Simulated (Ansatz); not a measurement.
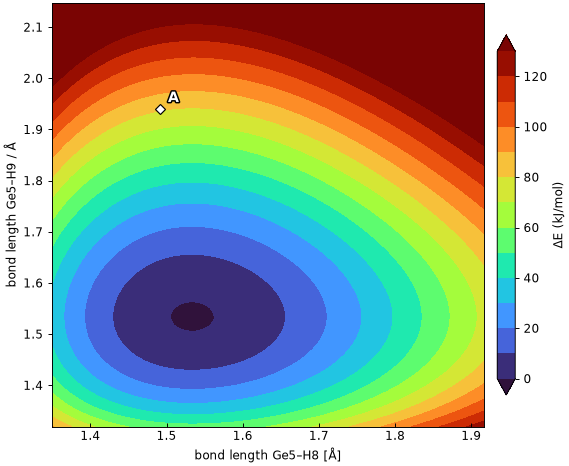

CH4AlGeNS, SMILES N=[C]1[AlH][S][GeH2]1. The first coordinate is: bond length Ge5–H8; the second: bond length Ge5–H9. Nothing is relaxed (all other coordinates rigid). The scan uses a 9 × 9 grid. Points are written as (first, second). Energies: kJ/mol, counted from the lowest grid point. Level of theory: Ansatz 0.2.0, RKS BHLYP-D4/def2-SVP.

In the figure: filled contours, one colour for all values above the top of the scale, the point A. Between grid points the surface is interpolated.

Question: Which way does the force act at A, and how strong is it?

Answer: A, at (1.491 Å, 1.940 Å), is not a stationary point. The computed force is 79 kJ/mol for each Å towards larger values of bond length Ge5–H8 and 290 kJ/mol for each Å towards smaller values of bond length Ge5–H9.
